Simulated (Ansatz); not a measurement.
Start from Al$_{2}$O$_{3}$ in the corundum structure (space group R-3c, No. 167; a = 4.808 Å, c = 13.122 Å (hexagonal axes)).

One thing is altered: hydrostatic tension (pressure −1 GPa).

All numbers come from Ansatz (an electronic-structure program) PBE, no spin-orbit coupling, earlier PAW set.

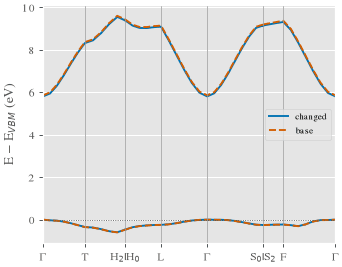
Figure. Highest valence and lowest conduction band along the path, each from its own valence-band maximum

Read the changed gap and its character from the plot.

About 5.8 eV, direct at Γ.

Load acts through the strain it causes; cell and atoms are relaxed under it. No phonon test of stability was made.
